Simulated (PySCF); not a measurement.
# C2H6Mn (MnMe2): the cost of one run

Programs: PySCF 2.14.0, with density-fitted response routines of our own. Each step states its level of theory. These are calculated values for one molecule in the gas phase, unless marked as measured. Atoms count from 0, in the outputs and in this text.

### 1 The starting structure

9 atoms, charge 0, multiplicity 6; geometry from: GFN2-xTB. The atoms were then displaced at random by about 0.03 Å, so the start is not that level's minimum.

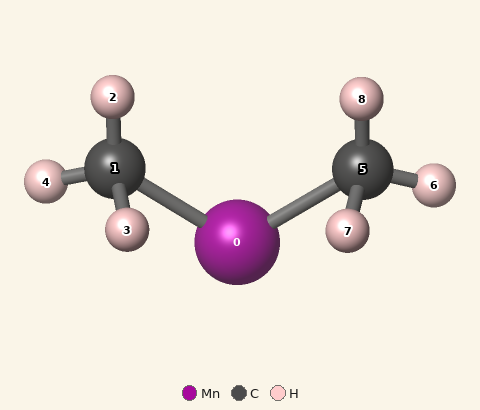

The starting geometry (manganese purple, carbon dark grey, hydrogen pink), atoms numbered.

### 2 Geometry optimisation at PBE0-D3(BJ)/def2-SVP

Job settings and geometry (Å):

```
{"job": {"xc": "PBE0", "basis": "def2-SVP", "d3": "d3bj", "grid": 1, "maxiter": 40, "shake": 0.03, "kind": "geom"}, "charge": 0, "multiplicity": 6}
Mn    -0.622890    -1.052920    -0.034790
C     -0.149120     0.001070     1.678430
H      0.099900     1.051230     1.759700
H      0.914990    -0.597500     1.467450
H     -0.561280    -0.330360     2.603340
C     -0.123550     0.175390    -1.687640
H     -0.481390    -0.081870    -2.664630
H      0.879130    -0.459730    -1.525640
H      0.176940     1.225240    -1.621870
```

Started as:

```sh
$ OMP_NUM_THREADS=1 python probes_run.py task.json out
```

This one command runs all jobs of the session in turn.

Q: Estimate the wall time and peak memory of this first job on 1 thread of Arm Neoverse V2, shared host.

About 83 s, with a peak of 0.37 GiB.
